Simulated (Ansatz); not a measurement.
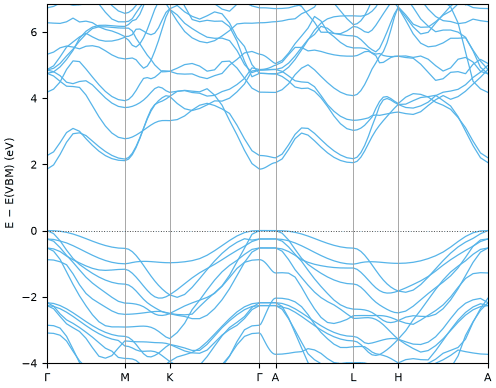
Fig. 1. Band structure from r²SCAN+D4 (plane waves, PAW; program Ansatz)

### Question
Read off the gap and where the band edges lie.

### Answer
About 1.9 eV (1.86 eV by a search for the band edges); maximum at Γ, minimum at Γ.

The material is Mg₂Al₂Se₅ in space group P-3m1 (No. 164; Pearson symbol hP9).

The first step of the workflow began from a Materials Project structure, measured or hypothetical; the Crystallography Open Database copy checked does not list it. Its standing as an ambient phase is unchecked. The r²SCAN+D4 relaxation kept the symmetry of its start; whether a distortion lowers the energy is not shown. Scalar-relativistic: spin–orbit coupling is off unless named, which matters more the heavier the elements.

Potentials: the later of the program's two PAW sets.
